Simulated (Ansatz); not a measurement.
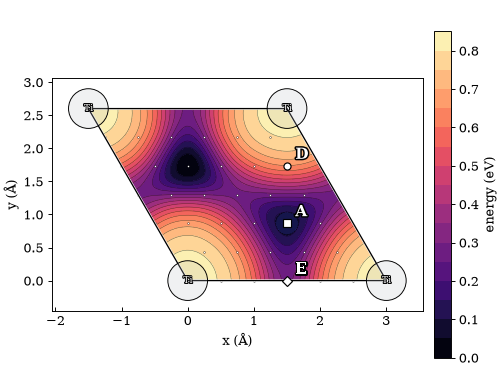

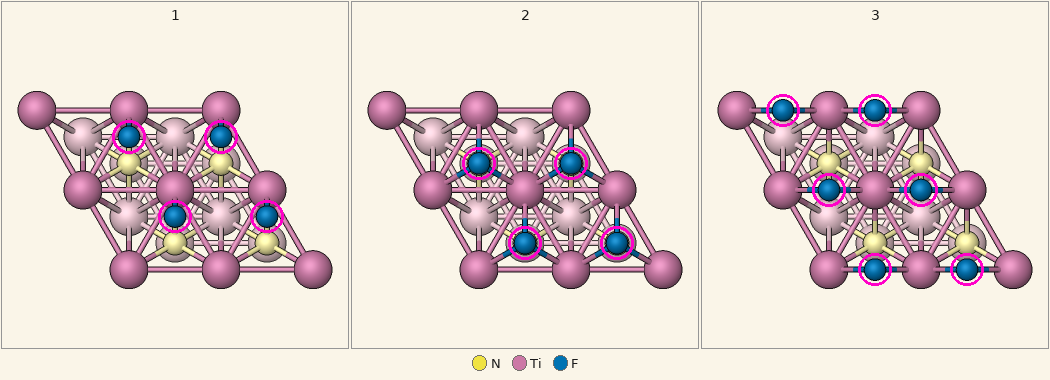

F on a TiN(111) slab cut from the Fm-3m phase, its upper half relaxed before the scan (6 atoms of substrate and one adsorbate in a 1 × 1 cell). F is moved over the surface cell; relaxed at each place: the height of the adsorbate's atoms; substrate rigid; the origin of the map has the adsorbate above Ti6. Places are given modulo a cell vector. The map is drawn in real space over the plane of the surface. The scan uses a 6 × 6 grid; 10 points were computed and 26 follow by symmetry. All energies are given in eV relative to the lowest grid point. With one adsorbate in each 1 × 1 cell, its nearest image is 3.0 Å away, so neighbouring adsorbates interact. The runs have no spin polarisation; a magnetic state may lie lower. The calculation used Ansatz, DFT PBE, scalar-relativistic, plane waves, PAW. Settings: cutoff 420 eV, k-mesh 9×9×1, gaussian smearing 0.1 eV, no spin polarisation.

Drawn: filled contours, dots at the grid points, labelled circles for the atoms of the top layer and small ones for the second layer, the outline of one cell of the plane, lettered points. Between grid points the surface is interpolated. The numbered pictures are the structures at these points, in random order. Rings mark the moved atoms.

### Which structure belongs to which point?

A is structure 2: a threefold hollow over a second-layer N atom, (4/6, 2/6) of the cell vectors, 0.07 eV; D is structure 1: (5/6, 4/6) of the cell vectors [nearest 1 Ti at 1.83 Å], 0.65 eV; E is structure 3: a bridge site between two Ti atoms, (3/6, 0/6) of the cell vectors, 0.29 eV.

PAW datasets: the set soft_1.
